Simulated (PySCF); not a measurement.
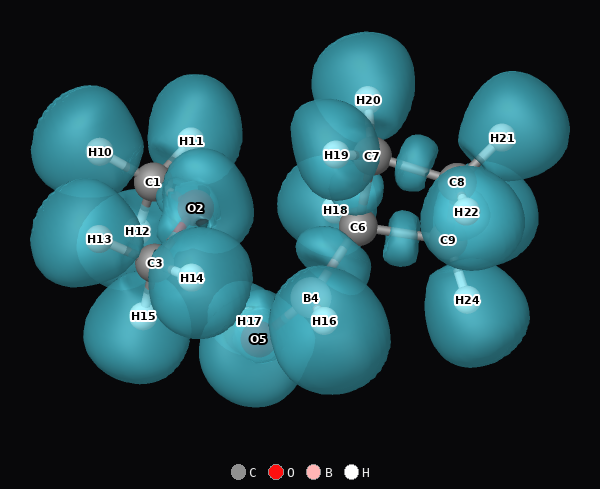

Figure 1: C$_{6}$H$_{15}$BO$_{2}$. Isosurface of the ELF at 0.75 (cyan), seen at a tilt. Only the valence region is drawn (cores and ρ < 0.01 e/Å³ removed).

Geometry: GFN2-xTB; at this geometry the atoms fall into two loosely joined parts.

The calculation used PySCF, PBE0/pcSseg-1, SCF density, gas phase, non-relativistic.

```xyz
24

C    -2.1880   -1.1413   -0.8581
O    -1.6557    0.1197   -1.1660
C    -2.6010    1.1528   -1.0398
B     0.0063    0.6422    0.9245
O    -0.9635    0.3846    1.8087
C     1.1050   -0.4402    0.5245
C     1.5327   -0.4426   -0.9620
C     2.8347    0.2738   -0.5834
C     2.5502   -0.0148    0.8949
H    -2.9938   -1.4127   -1.5530
H    -1.3735   -1.8565   -0.9514
H    -2.5872   -1.1647    0.1637
H    -3.4639    0.9795   -1.6955
H    -2.0995    2.0718   -1.3329
H    -2.9486    1.2433   -0.0045
H     0.0650    1.7502    0.5473
H    -0.9929   -0.5131    2.1461
H     0.8522   -1.4386    0.8995
H     0.8665    0.0920   -1.6336
H     1.7008   -1.4460   -1.3507
H     3.7534   -0.1517   -0.9850
H     2.8097    1.3368   -0.8121
H     3.1434   -0.8389    1.2887
H     2.6358    0.8344    1.5710
```

Question: Where are the electrons localised?

Answer: The surface consists of one region between bonded B–C atoms (shared pairs), four regions between bonded C–C atoms (shared pairs), 14 regions around hydrogen nuclei, one region on O in which the atom's valence shell and bonds are merged and one joined region spread over several atoms (H, O), in which their bonds and any lone pairs are merged. Profiles from the grid: B–O (1.34 Å): the ELF peaks at about 0.90 between the atoms: a short, strongly polar bond. C–O (1.40 Å): the ELF peaks at about 0.90 between the atoms; a shared but strongly polarised pair.
